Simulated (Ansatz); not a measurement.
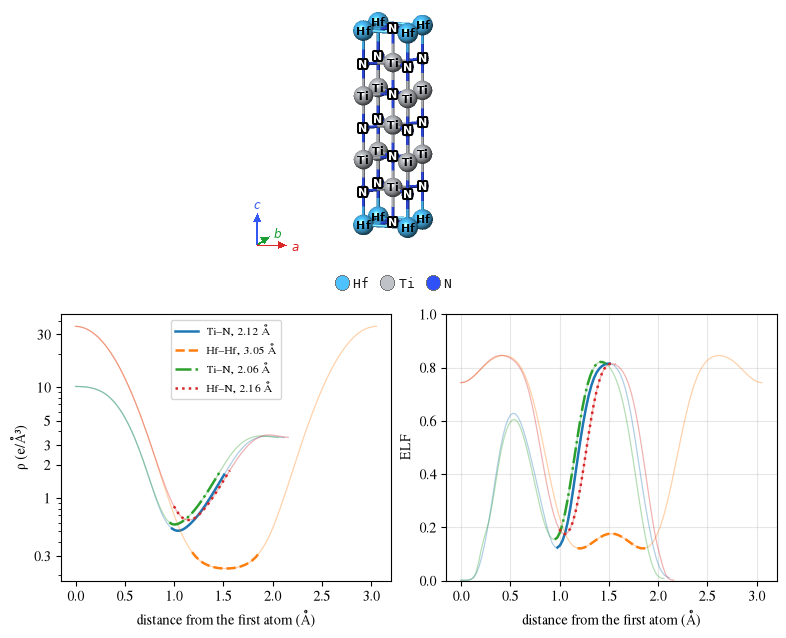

The picture shows: HfTi₅N₆. Valence charge density (pseudo) and electron localisation function along straight lines between neighbouring atoms. Thin, pale parts lie inside the atomic spheres. The structure is drawn too.

Space group P4/mmm; a structure generated by program, which may or may not match a known phase; computed without spin polarisation.

Theory: DFT PBE, scalar-relativistic, plane waves, PAW in Ansatz.

The density is the valence pseudo-density of a PAW calculation; it isn't the true density close to the nuclei.

```
Hf Ti N
1.0
     3.05206    0.00000    0.00000
     0.00000    3.05206    0.00000
     0.00000    0.00000   12.92441
Hf Ti N
1 5 6
Direct
  0.00000 0.00000 0.00000
  0.50000 0.50000 0.17873
  0.00000 0.00000 0.33558
  0.50000 0.50000 0.50000
  0.00000 0.00000 0.66442
  0.50000 0.50000 0.82127
  0.00000 0.00000 0.17184
  0.50000 0.50000 0.33807
  0.00000 0.00000 0.50000
  0.50000 0.50000 0.66193
  0.00000 0.00000 0.82816
  0.50000 0.50000 0.00000
```

Q: Compare the contacts.

A: Ti–N (2.12 Å): the density is about 0.51 e/Å³ at the midpoint; the ELF peaks at about 0.80 in the valence shell of N, 0.6 Å from its nucleus, and is about 0.20 at the midpoint; no shared electron pair shows on this line.
Hf–Hf (3.05 Å): the density is about 0.23 e/Å³ at the midpoint; the ELF is about 0.20 at the midpoint (no localised pair shows between them).
Ti–N (2.06 Å): the density is about 0.58 e/Å³ at the midpoint; the ELF peaks at about 0.80 in the valence shell of N, 0.6 Å from its nucleus, and is about 0.20 at the midpoint (no shared electron pair shows on this line).
Hf–N (2.16 Å): ρ at the midpoint is about 0.67 e/Å³; the ELF peaks at about 0.80 in the valence shell of N, 0.6 Å from its nucleus, and drops to about 0.15 between the two atoms: no shared electron pair shows on this line.
